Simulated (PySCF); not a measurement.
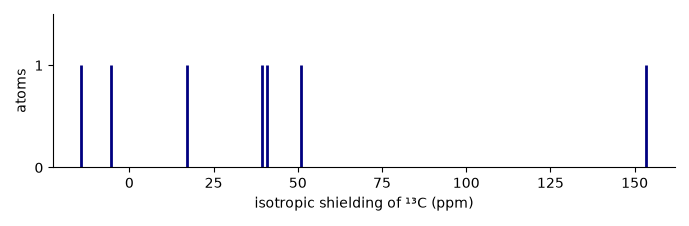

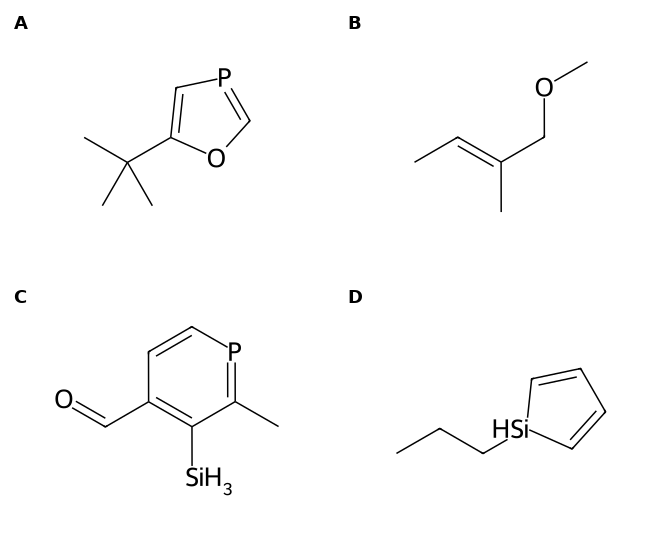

The sticks are computed shieldings of one of the molecules, for one fixed geometry (PBE0-D3(BJ)/def2-SVP) without averaging over rotations. Low shielding means a high chemical shift. Method: GIAO PBE0/pcSseg-1 NMR shielding, non-relativistic, IEF-PCM acetonitrile (PySCF 2.14.0).

> Which molecule gives this pattern?

C, `Cc1pccc(C=O)c1[SiH3]`. Its 7 C atoms give lines at −14.2, −5.4, 17.0, 39.4, 40.9, 50.9, 153.5 ppm.
